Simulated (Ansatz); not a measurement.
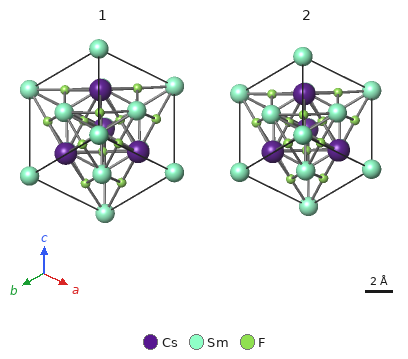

Two geometries of solid CsSmF4 (a generated structure, set up in F-43m) (coarse preliminary run), drawn at one scale. One is the start of a relaxation, the other its converged end. A ball-and-stick model of the conventional cell (4 times the calculation's cell), seen from a free direction. Lengths and directions refer to the drawn axes.

Computed with Ansatz 0.2.0, DFT PBE, scalar-relativistic, plane waves, PAW; 4f electrons in the core of a trivalent norm-conserving potential. Set-up: plane-wave cutoff 690 eV; k-point mesh 4 × 4 × 4; occupations gaussian; smearing width 0.1 eV; no spin polarisation; cell and atoms relaxed; force threshold 0.04 eV/Å; at most 70 steps.

Which of the two is the end point?

Structure 2 is the relaxed one. The largest moves relative to the cell, 0.009 Å, are those of F atoms. Sm and Cs stay in place. The drawn cell changes as follows: a = b = c 7.766 → 7.066 Å (−9.0 %); the volume changes by −24.7 %. Some distances before and after: Cs–Sm 3.363 → 3.060 Å, F–Sm 3.218 → 2.926 Å, Cs–F 3.221 → 2.933 Å. The space group stays F-43m (No. 216). The energy falls by 217 meV per atom in 4 accepted moves (5 points after the start). Largest force component: 0.087 eV/Å at the start, 0.00031 eV/Å at the end. Pressure: −10.89 GPa at the start and 0.00 GPa at the end. At 1 point the geometry stayed and the basis and grid were re-selected for the new cell (energy shift of 0.5 meV per atom at most each time).
